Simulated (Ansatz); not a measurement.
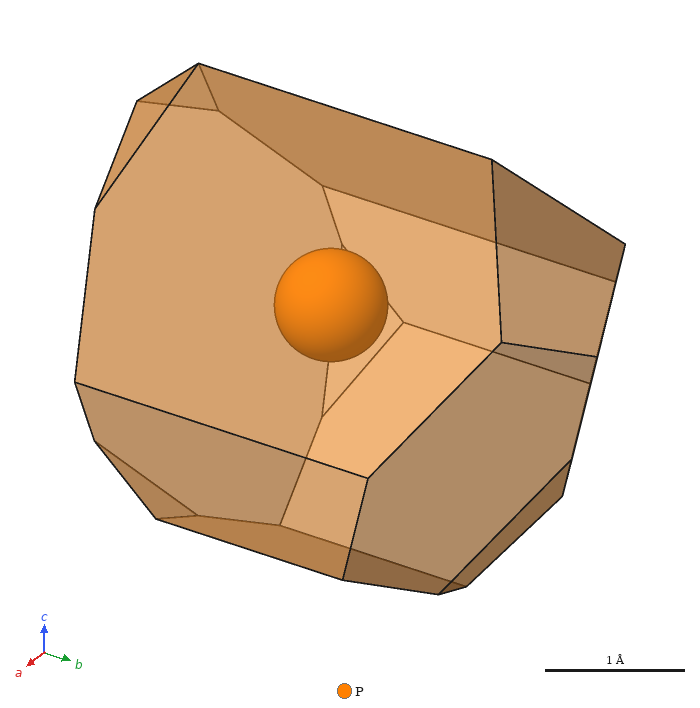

Voronoi cell (the region closer to this atom than to any other), computed from the atomic positions without radii. Central atom: P (8f) in P; faces take the colour of the neighbour behind them. Origin: coordinates from a relaxation at fixed volume with Ansatz, DFT r2SCAN, scalar-relativistic, plane waves, PAW.

P, space group Cmce (No. 64), a = 3.298 Å, b = 11.085 Å, c = 4.570 Å, α = 90.00°, β = 90.00°, γ = 90.00°

| site | Wyckoff | x | y | z |
| --- | --- | --- | --- | --- |
| P | 8f | 0.0000 | 0.5948 | 0.5889 |

Q: What is the volume of this Voronoi cell?

A: 20.9 Å³, equal to the mean volume per atom.

Q: Tabulate the neighbours by distance and solid angle.

A:
```tsv
neighbour	faces	distance (Å)	solid angle (% of sphere)
P	2	2.21	40.9
P	1	2.25	20.1
P	2	3.30	7.8
P	6	3.51	16.1
P	2	3.90	10.5
P	2	4.13	4.5
```
